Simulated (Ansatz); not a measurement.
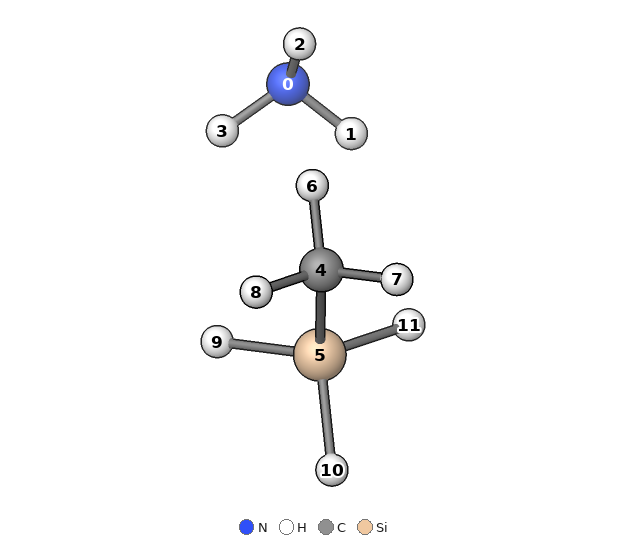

Starting geometry of the run. Atoms are numbered from 0, in the order of the input.

Input file:

```yaml
crystal:
  periodic: [false, false, false]
  atoms:
    - {symbol: N, position_ang: [-0.124673, 0.043765, -2.614500]}
    - {symbol: H, position_ang: [0.795081, 0.042608, -2.191243]}
    - {symbol: H, position_ang: [-0.566997, 0.923933, -2.382012]}
    - {symbol: H, position_ang: [-0.659041, -0.693874, -2.172551]}
    - {symbol: C, position_ang: [-0.478401, 0.770293, 1.313362]}
    - {symbol: Si, position_ang: [0.558231, -0.762126, 1.042989]}
    - {symbol: H, position_ang: [-0.806756, 1.184234, 0.357757]}
    - {symbol: H, position_ang: [0.092936, 1.537959, 1.839715]}
    - {symbol: H, position_ang: [-1.365047, 0.539369, 1.907802]}
    - {symbol: H, position_ang: [-0.219654, -1.806931, 0.322418]}
    - {symbol: H, position_ang: [1.006412, -1.332566, 2.341886]}
    - {symbol: H, position_ang: [1.768111, -0.446761, 0.234574]}
basis:
  gaussian: {orbitals: def2-SVP}
hamiltonian: {xc: {name: CAM-B3LYP}, dispersion: d4}
md: {n_steps: 40, timestep: 0.75, temperature: 100, ensemble: nve, seed: 406, initial_velocities: maxwell_boltzmann}
```

Command:

```sh
ansatz run in.yaml --threads 4 --pin off --events-out ev --progress --plain --max-ram 9574MiB
```

Output (its end):

```
mean field -10545.40815467 eV, -387.5366017496 hartree, gradient 5.0e-5 eV, S^2 0.000000; 1 other end points of the search recorded, 0 dependent functions left out
the calculation of the forces begins
reference -10545.40828558 eV, -387.5366065605 hartree; 18, 18 occupied and 73, 73 virtual orbitals, 989 factors
md step    40: t =    30.00 fs  T =    65.5 K  F+E_penalty+E_count = -10545.53997408 eV  E_kin = 0.084642 eV  conserved = -10545.45533209 eV  (23 SCF iters)
Total energy: -10545.54010499 eV, -387.5414508344 hartree
Atom 0 at    -0.107683     0.042499    -2.653405 Å, force    -0.298021     0.164077    -0.327652 eV/Å
Atom 1 at     0.889966     0.146192    -2.529179 Å, force     0.249728     0.065154     0.165134 eV/Å
Atom 2 at    -0.582996     0.834151    -2.229032 Å, force     0.071191     0.059430     0.053612 eV/Å
Atom 3 at    -0.406470    -0.793758    -2.172804 Å, force    -0.053573    -0.297435     0.191190 eV/Å
Atom 4 at    -0.487358     0.773128     1.364297 Å, force     0.929758     0.609043     0.266425 eV/Å
Atom 5 at     0.542479    -0.761804     1.040943 Å, force    -0.026725     0.059978     0.010625 eV/Å
Atom 6 at    -0.906309     1.141298     0.413807 Å, force    -0.038009     0.086790     0.183628 eV/Å
Atom 7 at     0.162235     1.565469     1.829136 Å, force    -0.406024    -0.401611    -0.524926 eV/Å
Atom 8 at    -1.277127     0.596478     2.095073 Å, force    -0.379425    -0.187075     0.022690 eV/Å
Atom 9 at    -0.334716    -1.822095     0.488257 Å, force    -0.017442    -0.164868    -0.065220 eV/Å
Atom 10 at     1.180192    -1.258049     2.291781 Å, force    -0.034047    -0.021750     0.027941 eV/Å
Atom 11 at     1.629790    -0.486879     0.062008 Å, force     0.002587     0.028267    -0.003447 eV/Å
Dipole moment:     0.000179     0.142886     0.326390 e Å
```

The run converged.
